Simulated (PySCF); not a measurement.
## Electronic structure of C₅H₁₀AlFO (SMILES [F][AlH2-][O+]1CC=CCC1) in real space

```yaml
atoms:
  - { symbol: F, position_ang: [2.4926, -1.9916, -0.0137] }
  - { symbol: Al, position_ang: [2.2257, -0.5631, 0.7920] }
  - { symbol: O, position_ang: [0.8002, 0.0763, -0.2472] }
  - { symbol: C, position_ang: [0.2808, 1.3195, 0.1834] }
  - { symbol: C, position_ang: [-1.1681, 1.2337, 0.5468] }
  - { symbol: C, position_ang: [-1.9089, 0.1817, 0.2395] }
  - { symbol: C, position_ang: [-1.3455, -0.9868, -0.5099] }
  - { symbol: C, position_ang: [-0.0373, -0.5819, -1.1811] }
  - { symbol: H, position_ang: [3.2170, 0.6081, 0.5484] }
  - { symbol: H, position_ang: [1.5472, -0.6614, 2.1877] }
  - { symbol: H, position_ang: [0.4353, 2.0769, -0.6004] }
  - { symbol: H, position_ang: [0.8849, 1.5976, 1.0528] }
  - { symbol: H, position_ang: [-1.5683, 2.0824, 1.0787] }
  - { symbol: H, position_ang: [-2.9465, 0.1253, 0.5307] }
  - { symbol: H, position_ang: [-1.1541, -1.8047, 0.1911] }
  - { symbol: H, position_ang: [-2.0570, -1.3424, -1.2570] }
  - { symbol: H, position_ang: [0.5212, -1.4537, -1.5260] }
  - { symbol: H, position_ang: [-0.2279, 0.0903, -2.0274] }
```

Geometry: GFN2-xTB.

Theory: PBE0/def2-SVPD, SCF density, gas phase in PySCF 2.14.0.

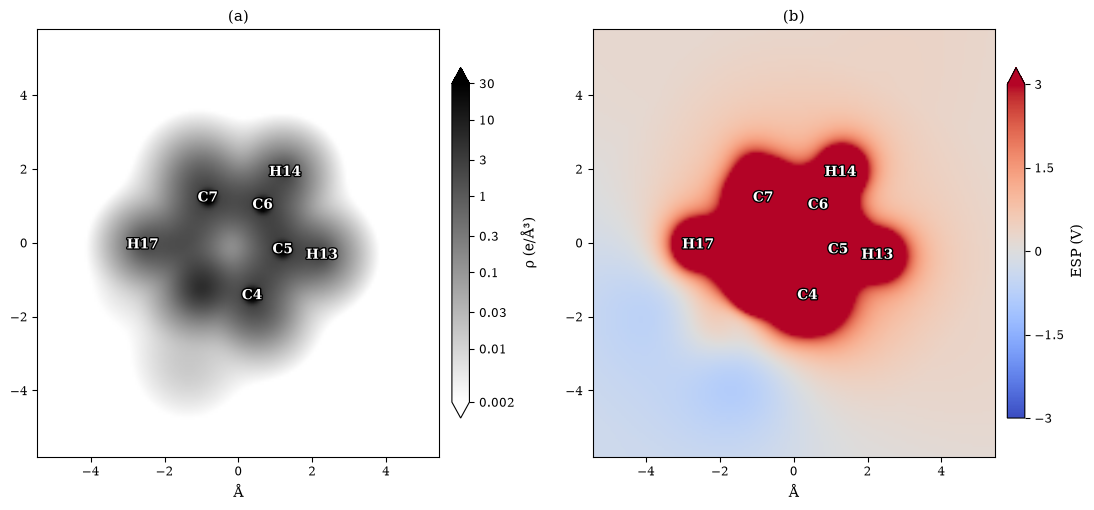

Figure 1. (a) electron density; (b) molecular electrostatic potential on the plane of atoms C5, C6 and H14.

Q: What does the map show?

A: The section cuts through C and H sites. C–C (1.32 Å): ρ is about 2.3 e/Å³ halfway. C–H (1.08 Å): the density is about 2 e/Å³ at the midpoint. C–C (1.50 Å): ρ is about 1.8 e/Å³ halfway. Outside the dense part of the molecule the potential is most negative (−0.8 V) near H9, which lies off the plane.

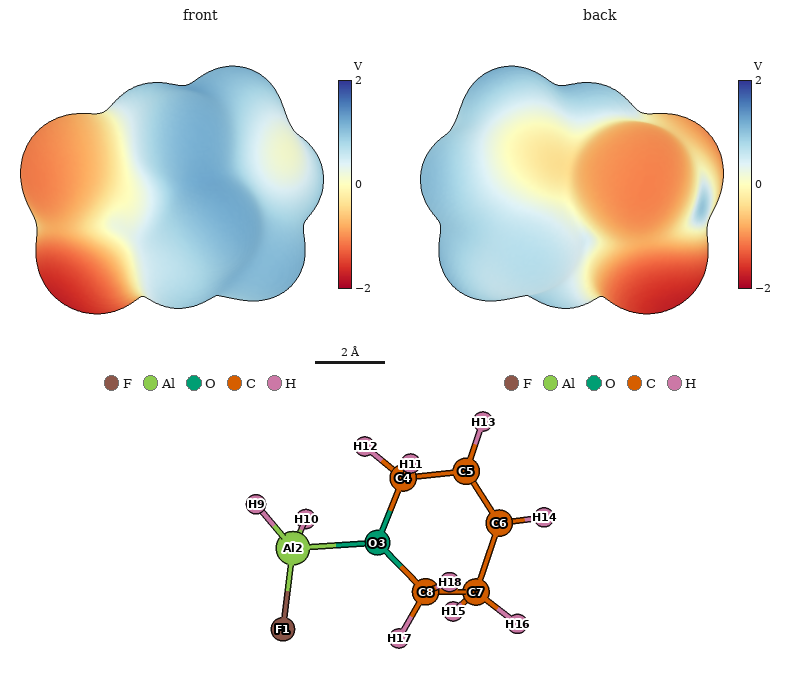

Figure 2. The electrostatic potential painted on the density surface at 0.001 e/bohr³, seen from the front and from behind; red is negative and blue positive. The bare structure is drawn below in the same view.

Q: Which sites attract a positive test charge, and which a negative one?

A: A positive charge is drawn to the negative regions and a negative charge to the positive ones. The most negative region (about −1.7 V) lies over F1, the most positive (about +1.2 V) over C4, H11 and H18.
